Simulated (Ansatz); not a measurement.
Be2SnN2

Input file:

```
crystal:
  lattice:
    - [3.0036663461, 2.5e-09, 0.0]
    - [-1.5018331752, 2.601251359, 0.0]
    - [0.0, 0.0, 6.2022971596]
  atoms:
    - { symbol: Be, position: [0.6666666667, 0.3333333333, 0.3816857939] }
    - { symbol: Be, position: [0.3333333333, 0.6666666667, 0.6183142061] }
    - { symbol: Sn, position: [0.0, 0.0, 0.0] }
    - { symbol: "N", position: [0.6666666667, 0.3333333333, 0.6733827156] }
    - { symbol: "N", position: [0.3333333333, 0.6666666667, 0.3266172844] }
kpoints:
  mp_grid: { grid: [12, 12, 4] }
hamiltonian:
  xc: r2scan
  dispersion: rvv10
scf:
  occupations: { method: fermi_dirac, width: 0.03 }
relax:
  f_tol: 0.01
  cell: {}
  max_steps: 120
output:
  write_density: true
  write_potential: true
  elf: true
  volumetric_format: npy
```

Run with:

```sh
ansatz run input.yaml --threads 2 --pin off --max-ram 2211MiB --backend cpu --events-out ev --progress --plain --runs-dir out
```

Below, planes, directions and counts refer to the conventional cell (a = 2.99 Å, b = 2.99 Å, c = 6.25 Å, α = 90.00°, β = 90.00°, γ = 120.00°).

The fields are those of the run's last geometry, not of the input's.

Space group P-3m1; a structure from a database of computed crystals, not necessarily the ambient phase; started from the Li2ZrN2-164 prototype, which need not be the ambient phase.

These are results of DFT, r2SCAN+rVV10, plane waves, PAW in Ansatz 0.2.0, not measurements.

Predict the valence pseudo-density and electron localisation function between the atoms.

Answer. Be–N (1.76 Å): ρ at the midpoint is about 0.78 e/Å³; the ELF peaks at about 0.90 between the atoms.
Sn–N (2.68 Å): the density is about 0.24 e/Å³ at the midpoint; the ELF is about 0.20 at the midpoint; no shared electron pair shows on this line.
Be–N (1.81 Å): the density is about 0.66 e/Å³ at the midpoint; the ELF peaks at about 0.80 in the valence shell of N, 0.7 Å from its nucleus, and is about 0.75 at the midpoint.

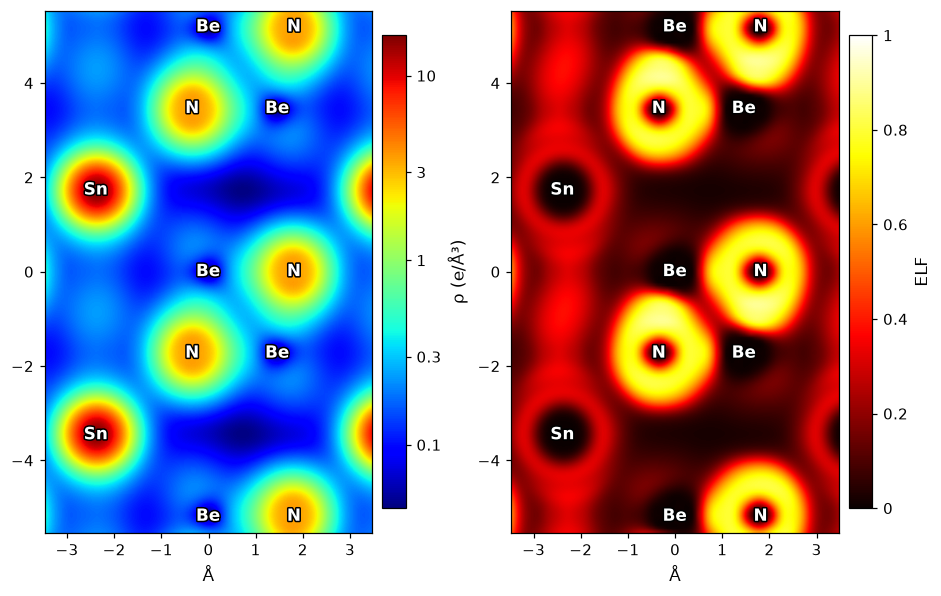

Computed valence pseudo-density and electron localisation function on the (110) plane of the conventional cell, in this order. 
